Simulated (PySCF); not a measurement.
```xyz
19

C     2.5492   -0.3403    0.3484
C     1.2179    0.1369   -0.1684
Si    1.4258    1.4942   -1.4281
C     0.1698   -0.6237    0.1701
N    -1.2036   -0.5421   -0.2301
C    -2.0714   -1.3659    0.5724
C    -1.7492    0.7821   -0.3895
H     2.4714   -1.2577    0.9456
H     3.0153    0.4285    0.9711
H     3.2288   -0.5313   -0.4845
H     0.5209    2.6175   -1.0738
H     2.7295    2.1002   -1.0593
H     0.3349   -1.4987    0.8060
H    -1.6817   -2.3840    0.6159
H    -2.1956   -0.9990    1.6114
H    -3.0636   -1.3977    0.1106
H    -1.0928    1.3600   -1.0261
H    -1.8722    1.3136    0.5728
H    -2.7334    0.7074   -0.8645
```

Geometry: GFN2-xTB.

Computed with PBE0/pcSseg-1, SCF density, gas phase, non-relativistic in PySCF.

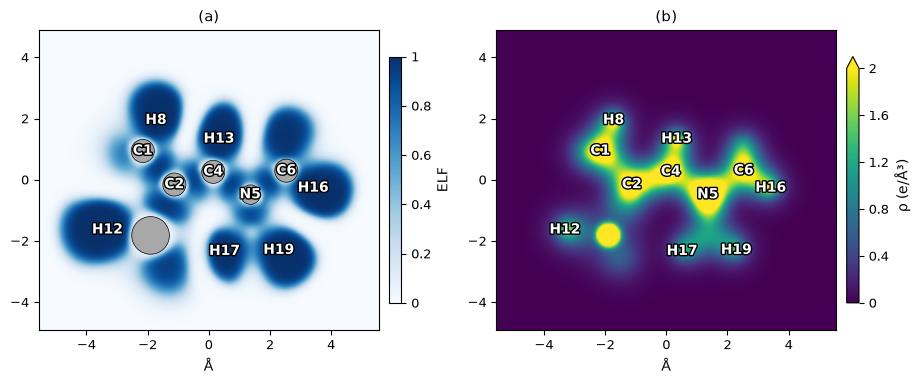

C5H12NSi (SMILES C/C([SiH2-])=C/N(C)C) (charge −1). (a) electron localisation function; (b) total electron density on the plane of atoms C2, C1 and H8. Grey discs cover the atomic cores in the ELF map.

### Interpret the plot.

- Atoms in the plane: C, N and H.
- C–C (1.34 Å): ρ at the midpoint is about 2.2 e/Å³; the ELF peaks at about 0.90 between the atoms (a multiple bond).
- C–N (1.43 Å): the density is about 2 e/Å³ at the midpoint; the ELF peaks at about 0.95 between the atoms (a shared electron pair).
- C–H (1.10 Å): ρ at the midpoint is about 1.9 e/Å³; the ELF climbs to about 1 towards the hydrogen, as it does in any bond to H: an ordinary covalent bond to hydrogen.
- C–C (1.51 Å): ρ is about 1.7 e/Å³ halfway; the ELF peaks at about 0.95 between the atoms: a covalent bond.
